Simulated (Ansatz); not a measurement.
The relaxed structure here is a generated cell of HfIr3: the first start was made by placing the elements on the sites of a structure type, and the end was not matched to a known phase here, so it may be hypothetical.

A relaxed structure of HfIr3. Space group Cmmm (No. 65), AFLOW prototype AB3_oC8_65_a_bf (L1_3, as in CdPt3). Computed with PBEsol (plane waves to 420 eV, PAW, scalar-relativistic; Ansatz, a quantum-chemistry and plane-wave program).

```xyz
4
Lattice="2.7908 -3.8277 0.0000 2.7908 3.8277 0.0000 0.0000 0.0000 2.8479" Properties=species:S:1:pos:R:3 pbc="T T T"
Hf     0.0000     0.0000     0.0000
Ir     2.7908     0.0000     0.0000
Ir     1.3954     1.9138     1.4239
Ir     1.3954    -1.9138     1.4239
```

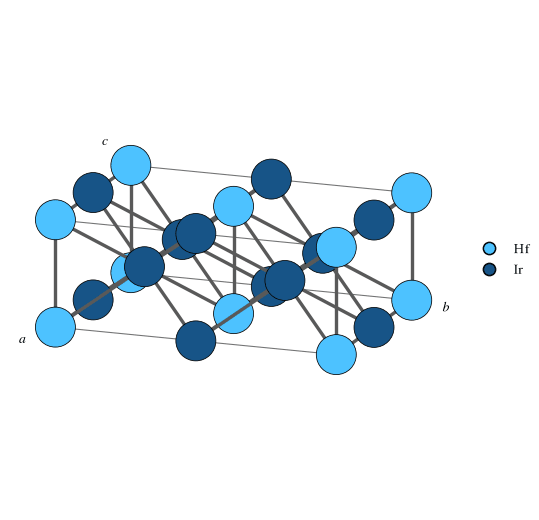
Figure: The conventional cell of the relaxed structure

| Property | Value |
|---|---|
| Volume per atom | 15.21 Å³ |
| Band gap | zero (metallic) |
| Shortest distances | Hf–Ir 2.76 Å; Ir–Ir 2.76 Å; Hf–Hf 2.85 Å |
| k-mesh | 10×10×16 |

Band energies at high-symmetry points (eV from the Fermi level; labels of this space group; no spin-orbit coupling), from −5 eV up to 5.0 eV:

```json
[
 {"point": "Γ", "energies": "-3.72 -3.36 -3.14 -2.70 -2.63 -2.40 -1.50 -0.57 -0.04 0.45 1.01 1.17 1.31 1.32 3.34 3.74 4.63"},
 {"point": "Y", "energies": "-4.96 -3.94 -3.90 -3.81 -3.56 -2.60 -2.22 -2.11 -1.65 -1.62 -1.59 -1.41 -1.20 -0.11 0.44 1.80 2.96 4.04 4.85"},
 {"point": "C0", "energies": "-4.95 -4.80 -4.14 -3.90 -3.71 -3.15 -2.69 -2.27 -2.21 -2.17 -1.82 -1.14 -1.09 -0.90 0.02 0.47 2.09 3.03 4.49 4.85"},
 {"point": "Σ0", "energies": "-4.95 -4.80 -4.14 -3.90 -3.71 -3.15 -2.69 -2.27 -2.21 -2.17 -1.82 -1.14 -1.09 -0.90 0.02 0.47 2.09 3.03 4.49 4.85"},
 {"point": "Z", "energies": "-4.91 -4.22 -4.20 -3.85 -3.80 -3.67 -3.64 -3.28 -1.82 -1.43 -1.40 -1.03 0.62 0.97 1.38 2.17 2.42 3.02"},
 {"point": "A0", "energies": "-3.25 -3.04 -2.78 -2.01 -1.28 -0.98 -0.24 0.34 0.85 1.40 1.75 2.23 3.16 3.26 4.19 4.50"},
 {"point": "E0", "energies": "-3.25 -3.04 -2.78 -2.01 -1.28 -0.98 -0.24 0.34 0.85 1.40 1.75 2.23 3.16 3.26 4.19 4.50"},
 {"point": "T", "energies": "-3.01 -2.90 -2.77 -2.22 -0.13 -0.12 0.76 0.92 1.00 1.41 1.46 2.30 2.68 3.53 3.69 4.84"}
]
```

No spin polarisation in the result.

The run could not lose the symmetry of its start; a randomly shaken copy of 8 atoms returns to this structure.

All atoms sit on sites fixed by symmetry, so only the cell could relax.
